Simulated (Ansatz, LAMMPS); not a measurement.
# Site preference of a vacancy of Ga in 69In2O3-31Ga2O3 (mol %) with crystalline order left by the classical run (80 atoms), part 4 of 4

At which site of 69In2O3-31Ga2O3 (mol %) with crystalline order left by the classical run (80 atoms) does a vacancy of Ga cost least, and what about the site decides it?

Ansatz 0.2.0; Kohn-Sham DFT, PBEsol, PAW (set soft_2), plane waves.

The cell: 22 In, 10 Ga and 48 O. The quench rate of 20 K/ps is orders of magnitude faster than experiment. The network of bonds at the start is that of the classical potential that made the cell. The Brillouin zone is sampled at Γ only, in a cell whose shortest periodic width is 10 Å.

So far. Step 7 (Vacancy of Ga, site Ga32): The relaxation converged after 26 steps, 3.34 eV below its start, with a largest force component of 0.039 eV/Å.

**8. Vacancy of Ga, site Ga23**

The site has 4 bonded neighbours (O4) at 1.90 Å on average. 

input.yaml reads:

```yaml
crystal:
  lattice:
    - [10.10958, 0.0, 0.0]
    - [0.0, 10.10958, 0.0]
    - [0.0, 0.0, 10.10958]
  atoms:
    [... atom lines 1 to 19 left out ...]
    - { symbol: In, position: [0.27521, 0.99737, 0.73131] }
    - { symbol: In, position: [0.48084, 0.67698, 0.85972] }
    - { symbol: In, position: [0.79498, 0.20075, 0.7069] }
    - { symbol: Ga, position: [0.79963, 0.45121, 0.88748] }
    - { symbol: Ga, position: [0.54801, 0.27873, 0.85691] }
    - { symbol: Ga, position: [0.09619, 0.24339, 0.89103] }
    - { symbol: Ga, position: [0.12542, 0.25632, 0.53503] }
    [... atom lines 27 to 79 left out ...]
kpoints:
  mp_grid: { grid: [1, 1, 1] }
hamiltonian:
  xc: pbesol
scf:
  occupations: { method: gaussian, width: 0.025 }
output:
  forces: true
  eigenvalues: true
relax:
  f_tol: 0.05
  max_steps: 90
```

Launch:

```sh
$ ansatz run input.yaml --threads 4 --pin off --max-ram 8192MiB --backend cpu --events-out ev --progress --plain --runs-dir out
```

Numbers of over 12 decimals in the logs are rounded to 6 here.

The log of the run:

```text
[...]
Crystal: 79 atoms, lattice volume = 1033.236 Å³
Basis set: ecut = 420 eV, 20197 PW (Γ), exchange–correlation on 144×144×144 points (8 copies of the dense FFT grid, shifted against one another)
Bands: 425, of which v1, the nominal top of the filled ones, is band 346 counted from 1 (345 counted from 0)
Symmetry: 1 space group operations
[...]
k-points: 1
[...]
SCF iter   1: F=—  HF=-182164.085515 eV  |F-HF|=—  |Δ(HF+E_count)|=         —  Δρ=2.50e-2  dr2=9.82e0  ethr=1.77e-3  ⟨swp⟩=6.0  Hψ=1565  notcnv=0  defer=1
[...]
SCF iter  23: F=—  HF=-182162.956039 eV  |F-HF|=—  |Δ(HF+E_count)|=   7.01e-7  Δρ=7.19e-5  dr2=6.43e-5  ethr=1.75e-8  ⟨swp⟩=1.0  Hψ=354  notcnv=0  defer=71
SCF iter  24: F=-182162.955994 eV  HF=-182162.956041 eV  |F-HF|=4.66e-5  |Δ(HF+E_count)|=   1.49e-6  Δρ=6.87e-5  dr2=5.32e-5  ethr=9.04e-9  ⟨swp⟩=11.0  Hψ=1465  notcnv=0
SCF 1 converged in 24 iterations: F = -182162.955994 eV  dr2 = 5.32e-5
[...]
relax step   1: F+E_penalty+E_count = -182162.95599403 eV  Δ(F+E_penalty+E_count) = +0.000e0 eV  max|allowed force component| = 1.545e0 eV/Å  Δτ_max = 0.0000 Å  (24 SCF iters, dr2 threshold 6.25e-5 eV, accepted)
[...]
relax step   2: F+E_penalty+E_count = -182163.80154956 eV  Δ(F+E_penalty+E_count) = -8.456e-1 eV  max|allowed force component| = 1.039e0 eV/Å  Δτ_max = 0.1949 Å  (14 SCF iters, dr2 threshold 1.00e-4 eV, accepted)
[...]
relax step   3: F+E_penalty+E_count = -182164.34647731 eV  Δ(F+E_penalty+E_count) = -5.449e-1 eV  max|allowed force component| = 3.501e-1 eV/Å  Δτ_max = 0.1978 Å  (16 SCF iters, dr2 threshold 6.75e-5 eV, accepted)
relax step   4: F+E_penalty+E_count = -182164.58317580 eV  Δ(F+E_penalty+E_count) = -2.367e-1 eV  max|allowed force component| = 3.322e-1 eV/Å  Δτ_max = 0.2000 Å  (14 SCF iters, dr2 threshold 1.39e-5 eV, accepted)
relax step   5: F+E_penalty+E_count = -182164.73113383 eV  Δ(F+E_penalty+E_count) = -1.480e-1 eV  max|allowed force component| = 3.045e-1 eV/Å  Δτ_max = 0.1914 Å  (15 SCF iters, dr2 threshold 1.25e-5 eV, accepted)
relax step   6: F+E_penalty+E_count = -182164.81383634 eV  Δ(F+E_penalty+E_count) = -8.270e-2 eV  max|allowed force component| = 1.342e-1 eV/Å  Δτ_max = 0.2000 Å  (10 SCF iters, dr2 threshold 7.79e-5 eV, accepted)
relax step   7: F+E_penalty+E_count = -182164.80594777 eV  Δ(F+E_penalty+E_count) = +7.889e-3 eV  max|allowed force component| = 4.341e-1 eV/Å  Δτ_max = 0.1740 Å  (14 SCF iters, dr2 threshold 3.50e-6 eV, rejected (line search))
relax step   8: F+E_penalty+E_count = -182164.83691489 eV  Δ(F+E_penalty+E_count) = -2.308e-2 eV  max|allowed force component| = 1.168e-1 eV/Å  Δτ_max = 0.0870 Å  (18 SCF iters, accepted)
relax step   9: F+E_penalty+E_count = -182164.84442839 eV  Δ(F+E_penalty+E_count) = -7.513e-3 eV  max|allowed force component| = 1.178e-1 eV/Å  Δτ_max = 0.0533 Å  (14 SCF iters, dr2 threshold 2.65e-6 eV, accepted)
relax step  10: F+E_penalty+E_count = -182164.88260617 eV  Δ(F+E_penalty+E_count) = -3.818e-2 eV  max|allowed force component| = 1.689e-1 eV/Å  Δτ_max = 0.1500 Å  (13 SCF iters, dr2 threshold 1.05e-5 eV, accepted)
relax step  11: F+E_penalty+E_count = -182164.93984406 eV  Δ(F+E_penalty+E_count) = -5.724e-2 eV  max|allowed force component| = 4.727e-1 eV/Å  Δτ_max = 0.1952 Å  (14 SCF iters, dr2 threshold 2.85e-5 eV, accepted)
relax step  12: F+E_penalty+E_count = -182164.97328860 eV  Δ(F+E_penalty+E_count) = -3.344e-2 eV  max|allowed force component| = 5.090e-1 eV/Å  Δτ_max = 0.1943 Å  (14 SCF iters, dr2 threshold 1.00e-4 eV, accepted)
relax step  13: F+E_penalty+E_count = -182164.93566926 eV  Δ(F+E_penalty+E_count) = +3.762e-2 eV  max|allowed force component| = 3.670e-1 eV/Å  Δτ_max = 0.2000 Å  (15 SCF iters, dr2 threshold 1.00e-4 eV, rejected (line search))
relax step  14: F+E_penalty+E_count = -182165.09587130 eV  Δ(F+E_penalty+E_count) = -1.226e-1 eV  max|allowed force component| = 1.306e-1 eV/Å  Δτ_max = 0.1000 Å  (25 SCF iters, accepted)
relax step  15: F+E_penalty+E_count = -182165.10947157 eV  Δ(F+E_penalty+E_count) = -1.360e-2 eV  max|allowed force component| = 1.304e-1 eV/Å  Δτ_max = 0.0509 Å  (22 SCF iters, accepted)
relax step  16: F+E_penalty+E_count = -182165.11501789 eV  Δ(F+E_penalty+E_count) = -5.546e-3 eV  max|allowed force component| = 7.441e-2 eV/Å  Δτ_max = 0.0190 Å  (21 SCF iters, accepted)
[...]
relax step  17: F+E_penalty+E_count = -182165.11796716 eV  Δ(F+E_penalty+E_count) = -2.949e-3 eV  max|allowed force component| = 4.018e-2 eV/Å  Δτ_max = 0.0172 Å  (19 SCF iters, accepted)
SCF converged after 19 iterations
Free energy (F): -182165.117967 eV
[...]
Internal energy: -182165.093336 eV  (E = F + TS)
E sigma→0 (E₀):  -182165.105651 eV
Entropy (-TS):   -0.024631 eV (-0.312 meV/atom)
Fermi energy:    7.391819 eV
[...]
Σ components = -182165.117967   (vs F -182165.117967, Δ=0.00e0)
--- Forces (eV/Å), atoms counted from 1 ---
  atom   1  In    -0.00963987    -0.01844440    -0.01624502
  atom   2  In     0.00007535    -0.00797306    -0.00011050
  atom   3  In     0.01053465     0.00534115     0.00065413
  atom   4  In    -0.01846889     0.01121657     0.01150495
[...]
atom  79  O      0.01538950    -0.02928736     0.02831048
  max |Σ_I F_I| component: 3.87e-5 eV/Å
--- Band table (eV) ---
[...]
--- Relaxed structure (17 steps of the walk, 15 accepted, 0 SCFs on fresh bases) ---
  F+E_penalty+E_count = -182165.11796716 eV   max|allowed force component| = 4.018e-2 eV/Å
  atoms:
    - { symbol: In, position: [0.804021, 0.196077, 0.050191] }
    - { symbol: In, position: [0.559285, 0.468145, 0.567049] }
    - { symbol: In, position: [0.762881, 0.705813, 0.061890] }
    - { symbol: In, position: [0.617254, 0.383097, 0.209828] }
[...]
- { symbol: O, position: [0.208745, 0.568708, 0.242803] }
```

Wall time 2.7 min (4 threads of Intel Xeon 6975P-C (Granite Rapids), shared host); peak memory 1.7 GiB.

The relaxation converged after 17 steps, 2.16 eV below its start, with a largest force component of 0.040 eV/Å.

**9. Vacancy of Ga, site Ga28**

The site has 5 bonded neighbours (O5) at 1.99 Å on average. 

Input and log are left out; they have the form of those shown for this kind of step.

Wall time 4.5 min (4 threads of Intel Xeon 6975P-C (Granite Rapids), shared host); peak memory 1.7 GiB.

The relaxation converged after 24 steps, 2.55 eV below its start, with a largest force component of 0.030 eV/Å.

**10. Vacancy of Ga, site Ga29**

The site has 4 bonded neighbours (O4) at 1.92 Å on average. 

input.yaml, the sections that differ from step 8:

```yaml
crystal:
  lattice:
    - [10.10958, 0.0, 0.0]
    - [0.0, 10.10958, 0.0]
    - [0.0, 0.0, 10.10958]
  atoms:
    [... atom lines 1 to 25 left out ...]
    - { symbol: Ga, position: [0.09619, 0.24339, 0.89103] }
    - { symbol: Ga, position: [0.12542, 0.25632, 0.53503] }
    - { symbol: Ga, position: [0.46888, 0.15428, 0.55536] }
    - { symbol: Ga, position: [0.266, 0.45204, 0.37456] }
    - { symbol: Ga, position: [0.06126, 0.69413, 0.26029] }
    - { symbol: Ga, position: [0.31531, 0.19217, 0.22443] }
    - { symbol: O, position: [0.68797, 0.6103, 0.89655] }
    [... atom lines 33 to 79 left out ...]
# kpoints, hamiltonian, scf, output, relax: as in step 8
```

The log of the run:

```text
[...]
Crystal: 79 atoms, lattice volume = 1033.236 Å³
Basis set: ecut = 420 eV, 20197 PW (Γ), exchange–correlation on 144×144×144 points (8 copies of the dense FFT grid, shifted against one another)
Bands: 425, of which v1, the nominal top of the filled ones, is band 346 counted from 1 (345 counted from 0)
Symmetry: 1 space group operations
[...]
k-points: 1
[...]
SCF iter   1: F=—  HF=-182164.061820 eV  |F-HF|=—  |Δ(HF+E_count)|=         —  Δρ=2.39e-2  dr2=7.32e0  ethr=1.77e-3  ⟨swp⟩=6.0  Hψ=1585  notcnv=0  defer=7
[...]
SCF iter  26: F=—  HF=-182162.934143 eV  |F-HF|=—  |Δ(HF+E_count)|=   7.30e-7  Δρ=1.08e-4  dr2=6.24e-5  ethr=9.04e-9  ⟨swp⟩=9.0  Hψ=1822  notcnv=0
SCF iter  27: F=-182162.934135 eV  HF=-182162.934141 eV  |F-HF|=6.24e-6  |Δ(HF+E_count)|=   1.58e-6  Δρ=2.52e-5  dr2=9.27e-6  ethr=9.02e-9  ⟨swp⟩=3.0  Hψ=776  notcnv=0
SCF 1 converged in 27 iterations: F = -182162.934135 eV  dr2 = 9.27e-6
[...]
relax step   1: F+E_penalty+E_count = -182162.93413482 eV  Δ(F+E_penalty+E_count) = +0.000e0 eV  max|allowed force component| = 1.372e0 eV/Å  Δτ_max = 0.0000 Å  (27 SCF iters, dr2 threshold 6.25e-5 eV, accepted)
[...]
relax step   2: F+E_penalty+E_count = -182163.77972460 eV  Δ(F+E_penalty+E_count) = -8.456e-1 eV  max|allowed force component| = 7.695e-1 eV/Å  Δτ_max = 0.1949 Å  (22 SCF iters, dr2 threshold 1.00e-4 eV, accepted)
[...]
relax step   3: F+E_penalty+E_count = -182164.24077502 eV  Δ(F+E_penalty+E_count) = -4.611e-1 eV  max|allowed force component| = 5.476e-1 eV/Å  Δτ_max = 0.2000 Å  (20 SCF iters, dr2 threshold 3.70e-5 eV, accepted)
relax step   4: F+E_penalty+E_count = -182164.55915905 eV  Δ(F+E_penalty+E_count) = -3.184e-1 eV  max|allowed force component| = 4.339e-1 eV/Å  Δτ_max = 0.1934 Å  (15 SCF iters, dr2 threshold 9.43e-5 eV, accepted)
relax step   5: F+E_penalty+E_count = -182164.76421993 eV  Δ(F+E_penalty+E_count) = -2.051e-1 eV  max|allowed force component| = 2.782e-1 eV/Å  Δτ_max = 0.2000 Å  (18 SCF iters, dr2 threshold 9.53e-5 eV, accepted)
relax step   6: F+E_penalty+E_count = -182164.78158946 eV  Δ(F+E_penalty+E_count) = -1.737e-2 eV  max|allowed force component| = 2.227e-1 eV/Å  Δτ_max = 0.0847 Å  (17 SCF iters, dr2 threshold 3.18e-5 eV, accepted)
relax step   7: F+E_penalty+E_count = -182164.82092129 eV  Δ(F+E_penalty+E_count) = -3.933e-2 eV  max|allowed force component| = 2.140e-1 eV/Å  Δτ_max = 0.2000 Å  (17 SCF iters, dr2 threshold 2.04e-5 eV, accepted)
relax step   8: F+E_penalty+E_count = -182164.84176040 eV  Δ(F+E_penalty+E_count) = -2.084e-2 eV  max|allowed force component| = 2.310e-1 eV/Å  Δτ_max = 0.0728 Å  (14 SCF iters, dr2 threshold 2.93e-5 eV, accepted)
relax step   9: F+E_penalty+E_count = -182164.88317827 eV  Δ(F+E_penalty+E_count) = -4.142e-2 eV  max|allowed force component| = 1.425e-1 eV/Å  Δτ_max = 0.2000 Å  (17 SCF iters, dr2 threshold 4.93e-5 eV, accepted)
relax step  10: F+E_penalty+E_count = -182164.90226660 eV  Δ(F+E_penalty+E_count) = -1.909e-2 eV  max|allowed force component| = 1.018e-1 eV/Å  Δτ_max = 0.1106 Å  (15 SCF iters, dr2 threshold 7.73e-6 eV, accepted)
relax step  11: F+E_penalty+E_count = -182164.91111874 eV  Δ(F+E_penalty+E_count) = -8.852e-3 eV  max|allowed force component| = 3.532e-2 eV/Å  Δτ_max = 0.0501 Å  (16 SCF iters, dr2 threshold 3.94e-6 eV, accepted)
relax step  12: F+E_penalty+E_count = -182164.91112128 eV  Δ(F+E_penalty+E_count) = -2.538e-6 eV  max|allowed force component| = 3.438e-2 eV/Å  Δτ_max = 0.0000 Å  (9 SCF iters, accepted)
relax step  13: F+E_penalty+E_count = -182164.90644908 eV  Δ(F+E_penalty+E_count) = +4.672e-3 eV  max|allowed force component| = 8.121e-2 eV/Å  Δτ_max = 0.0941 Å  (23 SCF iters, rejected (line search))
[...]
relax step  14: F+E_penalty+E_count = -182164.91252256 eV  Δ(F+E_penalty+E_count) = -1.401e-3 eV  max|allowed force component| = 2.226e-2 eV/Å  Δτ_max = 0.0262 Å  (22 SCF iters, accepted)
SCF converged after 22 iterations
Free energy (F): -182164.912523 eV
[...]
Internal energy: -182164.872024 eV  (E = F + TS)
E sigma→0 (E₀):  -182164.892273 eV
Entropy (-TS):   -0.040498 eV (-0.513 meV/atom)
Fermi energy:    7.366505 eV
[...]
Σ components = -182164.912523   (vs F -182164.912523, Δ=0.00e0)
--- Forces (eV/Å), atoms counted from 1 ---
  atom   1  In    -0.00485522     0.00238624     0.00180095
  atom   2  In    -0.00107604    -0.00087850     0.00153106
  atom   3  In     0.00291467     0.00335640     0.00484995
  atom   4  In     0.00211730     0.01228471    -0.00347732
[...]
atom  79  O      0.00710800    -0.01449778    -0.00978793
  max |Σ_I F_I| component: 3.24e-5 eV/Å
--- Band table (eV) ---
[...]
--- Relaxed structure (14 steps of the walk, 13 accepted, 0 SCFs on fresh bases) ---
  F+E_penalty+E_count = -182164.91252256 eV   max|allowed force component| = 2.226e-2 eV/Å
  atoms:
    - { symbol: In, position: [0.798804, 0.191262, 0.049021] }
    - { symbol: In, position: [0.568586, 0.460851, 0.551407] }
    - { symbol: In, position: [0.770619, 0.702539, 0.059617] }
    - { symbol: In, position: [0.598055, 0.390401, 0.201528] }
[...]
- { symbol: O, position: [0.149890, 0.540779, 0.216411] }
```

It took 2.5 min on 4 threads; peak memory 1.7 GiB.

The relaxation converged after 14 steps, 1.98 eV below its start, with a largest force component of 0.022 eV/Å.

The surroundings of the place of the removed atom, after relaxation: 14 atoms, nearest first, with positions taken from that point. Atoms keep their numbers of the cell before the removal, where the removed atom was number 29.

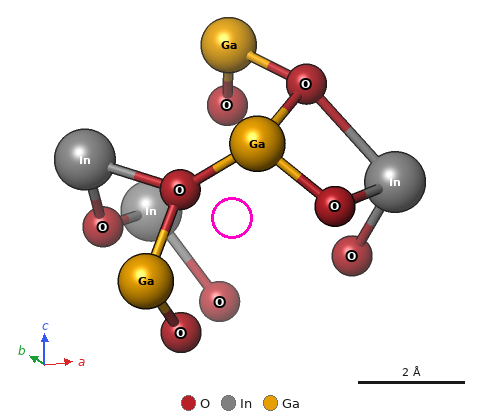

The atoms of the table, within 3.3 Å (arrows a, b, c point along x, y, z); some may hide others. A ring marks the centre wherever it is empty.

```
atom      x      y      z  distance (Å)  bonds
 O50  -1.60  -1.22   0.99          2.24      3
 O68   2.19  -0.73  -0.74          2.42      3
 O73  -1.99   1.57  -0.41          2.56      3
 O66   0.64   1.85   1.69          2.59      4
 O47  -1.47  -1.12  -1.85          2.61      3
In15  -0.45   2.85  -0.54          2.93      6
Ga23  -0.45  -2.21   2.04          3.04      4
 O55   0.68   2.09  -2.22          3.13      3
 In3  -2.82   0.56   1.23          3.13      6
 O80   1.01  -1.08   2.81          3.18      4
Ga31   0.10   0.59   3.23          3.29      5
Ga24  -2.59  -2.00  -0.54          3.32      6
In16   2.53  -1.93   0.99          3.33      6
 O49   0.80  -3.10   0.94          3.34      3
```

The column of bonds counts only the pairs O-In within 2.77 Å, O-Ga within 2.50 Å; other neighbours, such as metal atoms beside each other in a compound, aren't counted, and periodic images can show an atom twice.

The largest move is 0.70 Å, by O68.

**11. The sites compared**

All these cells hold the same atoms, so their energies can be compared with no chemical potential.

```
site  neighbours  mean distance (Å)  atoms within 6 Å  energy over the best site (eV)  before relaxation (eV)  gain on relaxing (eV)
Ga32          O5               1.99                71                            0.00                    0.16                   3.34
Ga24          O6               2.05                68                            0.68                    0.00                   2.50
Ga28          O5               1.99                66                            0.69                    0.06                   2.55
Ga23          O4               1.90                63                            1.12                    0.10                   2.16
Ga29          O4               1.92                62                            1.33                    0.12                   1.98
Ga30          O4               1.92                68                            1.41                    0.00                   1.77
```

Neighbours are those of the relaxed host within 2.33 Å (O-Ga); other pairs aren't counted.

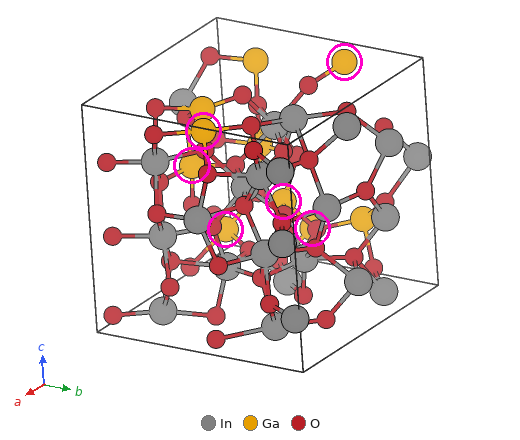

The relaxed cell with the tried sites ringed. Some periodic images of atoms are drawn too.

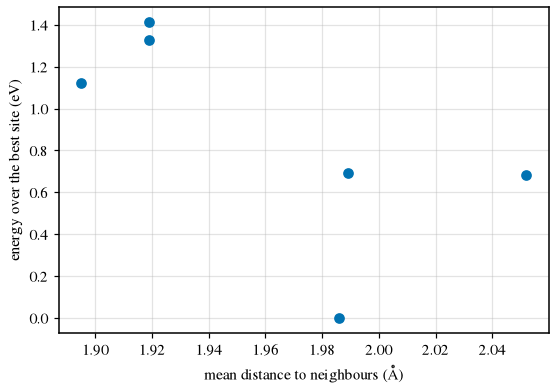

Site energy against the site's surroundings.

**12. Findings**

The cheapest site is Ga32 (5 neighbours, O5); the dearest, Ga30 (4 neighbours, O4), costs 1.4 eV more. By coordination the energies over the best site are 1.12 to 1.41 eV with 4 neighbours, 0.00 to 0.69 eV with 5 neighbours and 0.68 eV with 6 neighbours. The chemistry differs between sites, which can decide the order more than coordination does: at Ga32 an O–O bond under 1.6 Å formed. Relaxation changes the order: the best site before relaxing was Ga30.

**Limits.** Defects are neutral and interact with their images. In a disordered cell the relaxation can also rearrange atoms far from the site. Only 6 of the 10 Ga sites were tried; unless symmetry makes the others alike to these, a cheaper one may exist. The change leaves an odd electron count, and these runs have no spin polarisation. The stress is far from hydrostatic: its diagonal is -2.5, 0.3, -3.0 GPa, compression counted positive. The pressure of -1.7 GPa says that the cell would shrink at this level of theory.

The DFT runs together took 20 min of wall time.

[Logs are printed without paths, hosts, clocks, repeated set-up lines and the standing remarks that a program may print on its own settings, such as how far it seeks lower states.]

[Hosts, paths, dates, database ids (printed as entryN), source tags and the programs' standing remarks are cut or masked in the printed files.]
